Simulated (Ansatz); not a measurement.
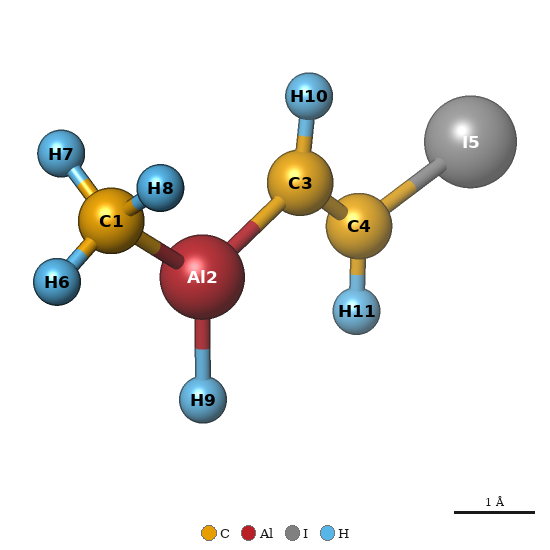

Orthographic view. Atoms fade into the background with distance from the viewer. The computed structure is the end point of a PBE-D4/def2-SVP optimisation. No frequency run is at hand to confirm it as a minimum.

Write the connection table.

C1: Al2, H6, H7, H8
Al2: C1, C3, H9
C3: Al2, C4, H10
C4: C3, I5, H11
I5: C4
H6: C1
H7: C1
H8: C1
H9: Al2
H10: C3
H11: C4
